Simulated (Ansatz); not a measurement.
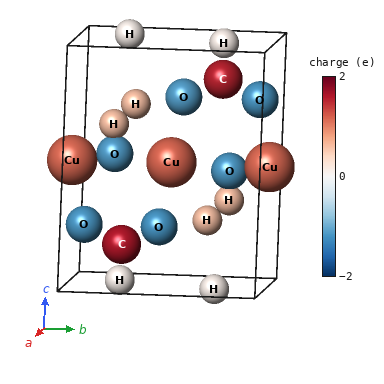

Drawn in the spheres-only manner and seen slightly off an axis. Lines trace the edges of the simulation cell. The atoms of this CuH2CO3 cell are coloured by their Bader charge.

Results below were computed with Ansatz, DFT, PAW plane waves, PBE+U; the settings were plane-wave cutoff 420 eV, a 6×3×3 grid in reciprocal space, Fermi-Dirac smearing of 0.1 eV, U_eff = 1.54 eV on Cu d, collinear spins. The state is ferromagnetic.

What charges do the elements carry?

Most positive: C; most negative: O. Charges: about Cu +1.1 e; H +0.1 to +0.6 e; C +1.5 to +1.6 e; O -1.2 to -1.1 e.

Provenance: a known structure type with the cell strained and the atoms shaken on purpose; not relaxed. A calculation with Ansatz used it as input.

At this level of theory the cell isn't at rest (compressed, at 6 GPa and forces up to 5.4 eV/Å), so its distances can differ from those at equilibrium, the more so the softer the solid, and its magnetic state may change on relaxation.
